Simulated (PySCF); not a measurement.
Vertical excitations of a molecule C3H6BNO from TDDFT-PBE/def2-SVPD (PySCF), as energy in eV (oscillator strength): 5.55 (0.089), 5.74 (0.000), 5.93 (0.003), 6.09 (0.013), 6.15 (0.062), 6.30 (0.000), 6.58 (0.001), 6.72 (0.006), 6.74 (0.032), 6.83 (0.000). Lowest triplet (TDA): 4.64 eV. Geometry optimised at PBE0-D3(BJ)/def2-SVP. The values are those of a single conformer.

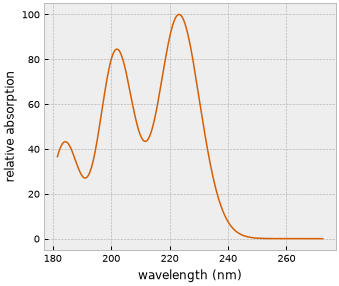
Figure. The lines broadened by 0.4 eV.

### Question
Which structure fits?
A) COB1C=NC1
B) C=C1OCB1N
C) CN1C=CB1O
D) C#CB(N)OC

### Answer
D, C#CB(N)OC
